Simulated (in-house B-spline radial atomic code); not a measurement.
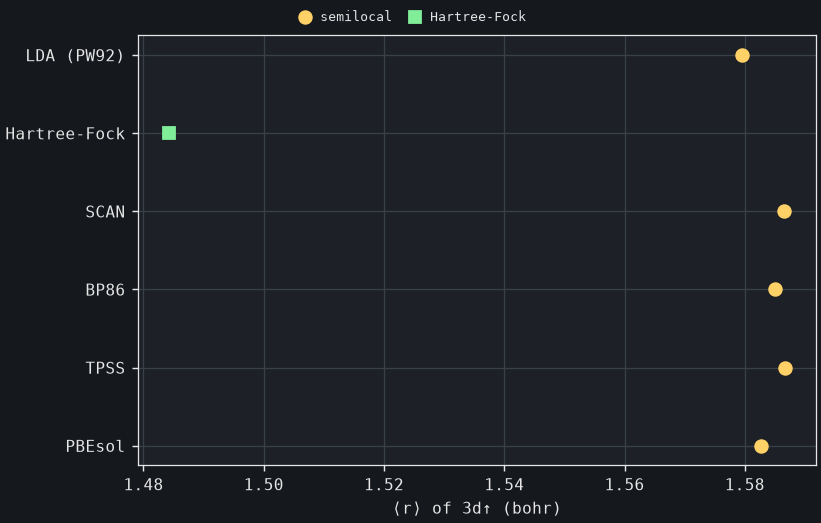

System: a free Ti atom, configuration [Ar] 3d2 4s2 (high spin). All runs are scalar-relativistic, spin-polarised and spherical, computed with an in-house B-spline radial code (spin-free X2C). Hartree-Fock is the average over the configuration. The plot shows the mean radius (bohr) of the 3d up orbital by 6 methods.

Q: Rank the methods.

A: The most compact is Hartree-Fock (1.484) and the most diffuse TPSS (1.587), a spread of 6.5 %. In order (bohr): Hartree-Fock (1.484), LDA (PW92) (1.580), PBEsol (1.583), BP86 (1.585), SCAN (1.586), TPSS (1.587).
